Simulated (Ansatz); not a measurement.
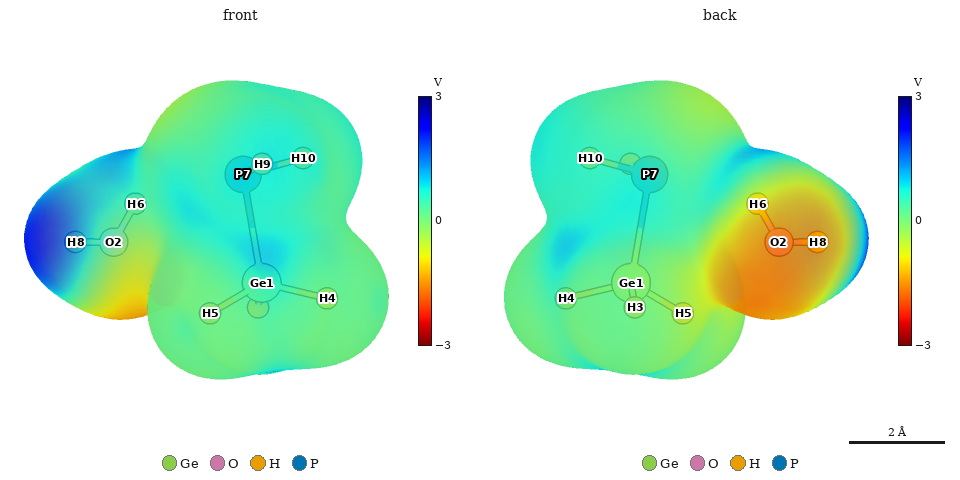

The picture shows: GeH₅P···H₂O. The electrostatic potential painted on the density surface at 0.002 e/bohr³, seen from the front and from behind; red is negative and blue positive.

The product side of a reaction path; geometry: PBE0-D4/def2-TZVP.

Theory: RKS PBE0-D4/def2-TZVPP in Ansatz.

Input file:

```
crystal:
  periodic: [false, false, false]
  atoms:
    - {symbol: Ge, position_ang: [-0.927737, -0.951045, -0.015966]}
    - {symbol: O, position_ang: [2.491941, -0.063457, -0.106611]}
    - {symbol: H, position_ang: [-0.165145, -1.733842, 1.057967]}
    - {symbol: H, position_ang: [-2.425830, -1.297320, 0.054775]}
    - {symbol: H, position_ang: [-0.392030, -1.295390, -1.411394]}
    - {symbol: H, position_ang: [1.978595, 0.729828, 0.083638]}
    - {symbol: P, position_ang: [-0.557197, 1.315160, 0.343289]}
    - {symbol: H, position_ang: [2.953207, 0.126572, -0.926399]}
    - {symbol: H, position_ang: [-1.557608, 1.756577, -0.560413]}
    - {symbol: H, position_ang: [-1.398095, 1.413018, 1.481112]}
basis:
  gaussian: {orbitals: def2-TZVPP}
hamiltonian: {xc: pbe0, dispersion: d4}
output: {orbitals: {seedname: orbitals}}
```

Command:

```sh
ansatz run in.yaml --threads 4 --pin off --events-out ev --progress --plain --max-ram 9574MiB
```

Which sites attract a positive test charge, and which a negative one?

Answer. A positive charge is drawn to the negative regions and a negative charge to the positive ones. The most negative region (about −1.7 V, or −39 kcal/mol for a unit charge) lies over O2, the most positive (about +2.2 V, or +51 kcal/mol for a unit charge) over H8. O2 is the likeliest acceptor of a hydrogen bond.
